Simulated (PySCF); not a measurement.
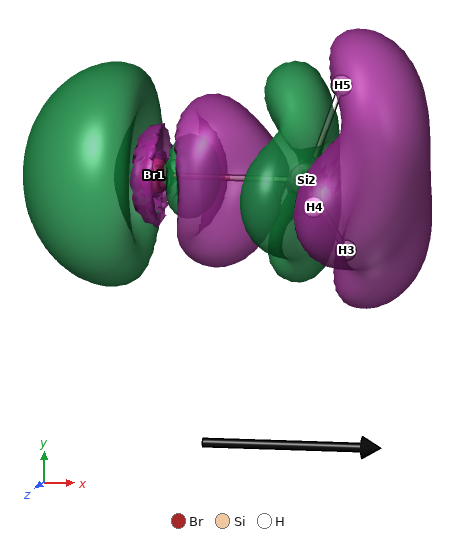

Figure 1: BrH3Si, SMILES `Br[SiH3]`. Change of the electron density in a uniform field of 0.21 V/Å along +x (arrow), surfaces at ±0.001 e/Å³ (green: gain, purple: loss).

Method: PBE/def2-TZVP; geometry: GFN2-xTB; program: PySCF. No frequency check shows the geometry to be a minimum. A basis without diffuse functions makes polarisabilities too small. GFN2-xTB bond lengths at metals and heavier atoms can be off by up to 0.1 Å and shapes distorted, which carries into these values.

How large is the response?

Answer. The induced dipole is 0.58 D (along the field); α along this axis, from the fields in both directions, is 57 bohr³ (8.5 Å³).

Which atoms gain and lose the most charge?

Answer. Electrons gather most on Br1 (Hirshfeld charge changes by −0.026 e) and leave Si2 most (+0.012 e); 0.046 electrons are displaced in all.

Run time: 16 s on 1 thread of Intel(R) Xeon(R) Platinum 8488C (Sapphire Rapids) (shared host), peak memory 0.39 GiB.
